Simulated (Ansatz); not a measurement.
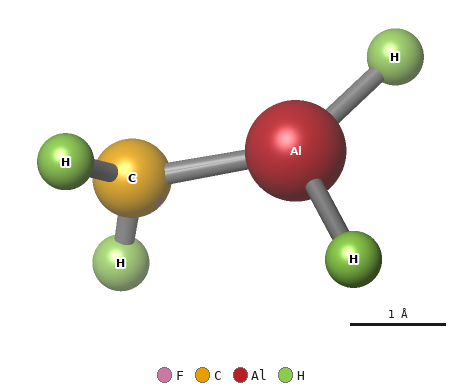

*The structure as given in the input (ball-and-stick view, seen at a tilt). Sticks mark near contacts.*

Bond lengths as drawn: Al–C 1.85 Å, Al–F 1.81 Å, Al–H 1.55 to 1.64 Å, C–F 0.05 Å, C–H 1.03 to 1.23 Å and F–H 1.02 Å.

# Run report: CH4AlF, single-point calculation

- system: CH4AlF
- method: RKS wB97/aug-cc-pVDZ (Ansatz 0.2.0)

Some settings of this run were made unusual or wrong on purpose. The geometry comes from this level: PBE0-D4/def2-TZVP.

Input file
```yaml
crystal:
  periodic: [false, false, false]
  atoms:
    - {symbol: F, position_ang: [-0.523680, -0.449256, -0.407205]}
    - {symbol: C, position_ang: [-0.573680, -0.449256, -0.407205]}
    - {symbol: Al, position_ang: [0.679782, 0.464950, 0.591787]}
    - {symbol: H, position_ang: [-0.286537, -0.612600, -1.384918]}
    - {symbol: H, position_ang: [-0.837644, -1.441556, 0.278275]}
    - {symbol: H, position_ang: [0.631825, 1.934092, 1.068406]}
    - {symbol: H, position_ang: [2.160351, -0.240200, 0.707751]}
basis:
  gaussian: {orbitals: aug-cc-pVDZ}
hamiltonian: {xc: {name: wB97}}
scf: {lower_state_search: off}
```

Hardware: 2 threads of Arm Neoverse V1, 23 GiB of memory available, shared host.

Launch command:
```bash
ansatz run in.yaml --threads 2 --pin off --events-out ev --progress --plain --max-ram 4352MiB
```

Log
```
Functional definition: wB97
  name "wB97"
  cite "Chai & Head-Gordon, J. Chem. Phys. 128, 084106 (2008) doi:10.1063/1.2834918"
  cite "Becke, J. Chem. Phys. 107, 8554 (1997) doi:10.1063/1.475007"
  parameter omega = 0.4/bohr
  parameter cx1 = 1.13116
  parameter cx2 = -2.74915
  parameter cx3 = 12.0900
  parameter cx4 = -5.71642
  parameter css1 = -2.55352
  parameter css2 = 11.8926
  parameter css3 = -26.9452
  parameter css4 = 17.0927
  parameter cos1 = 3.99051
  parameter cos2 = -17.0066
  parameter cos3 = 1.07292
  parameter cos4 = 8.88211
  # The coefficients of nought are those of the uniform gas.
  exchange = spin_sum(e_x_unif_sr(omega)*poly(b97_u_x, 1, cx1, cx2, cx3, cx4)) + exact_x_lr(omega)
  correlation = spin_sum(e_c_pw_same_spin*poly(b97_u_same, 1, css1, css2, css3, css4))
      + integral(e_c_pw_opposite_spin*poly(b97_u_opposite, 1, cos1, cos2, cos3, cos4))
these checks for a lower state are left out or cut short: stability, starts, cluster_reference, orbital_swaps, neighbouring_geometries, increment
1004 factors; their error is unknown
526 factors; integrals over basis functions are off by at most 1.4e-5 eV
mean field evaluation 1: about 1192.4398 eV, gradient 1.2e2 eV
mean field evaluation 2: about 1184.3269 eV, gradient 3.2e1 eV
mean field evaluation 4: about 1183.5030 eV, gradient 5.7e-1 eV
mean field evaluation 8: about 1184.7422 eV, gradient 8.6e-2 eV
a density is far from that of the atoms, so the factors are made again for it
1140 factors; integrals over basis functions are off by at most 3.3e-4 eV
527 factors; integrals over basis functions are off by at most 1.3e-5 eV
mean field evaluation 16: about 1184.7422 eV, gradient 4.3e-3 eV
mean field 1184.74217537 eV, 43.5384718976 hartree, gradient 2.1e-6 eV, S^2 0.000000; 0 other end points of the search recorded, 0 dependent functions left out
reference 1184.74221190 eV, 43.5384732403 hartree; 16, 16 occupied and 93, 93 virtual orbitals, 1140 factors
Total energy: 1184.74221190 eV, 43.5384732403 hartree
Checks for a lower state left out: stability, starts, cluster_reference, orbital_swaps, neighbouring_geometries, increment
```

Outcome

```json
{"quantity": "outcome", "value": "converged"}
{"quantity": "total energy", "value": "1184.7422 eV"}
{"quantity": "wall time", "value": "14 s (CPU time 28 s)"}
{"quantity": "peak memory", "value": "0.32 GiB"}
```

A setting was made wrong on purpose: two atoms are placed far too close. The program still converged, but the numbers can't be taken as results for the intended system.
